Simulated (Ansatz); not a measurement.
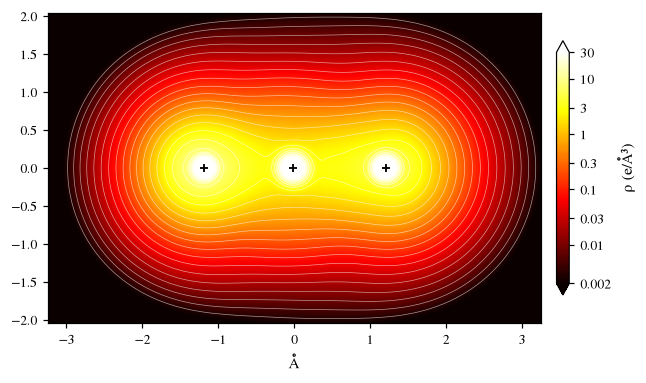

The electron density on a plane through atoms (crosses mark nuclei in the plane).

Method: isolated molecule in a Gaussian basis; Hartree-Fock (Ansatz).

Candidates:
A. ClH₂OSi (SMILES O[SiH]Cl) (doublet)
B. CNO (SMILES [N]=C=O) (doublet)
C. CH₂O (SMILES C=O)

Question: Which candidate gave the map?

Answer: Candidate B: CNO on a plane that holds the molecular axis, which holds N, C and O. C–O (1.17 Å): ρ is about 3.6 e/Å³ halfway. C–N (1.22 Å): the density is about 3.1 e/Å³ at the midpoint.
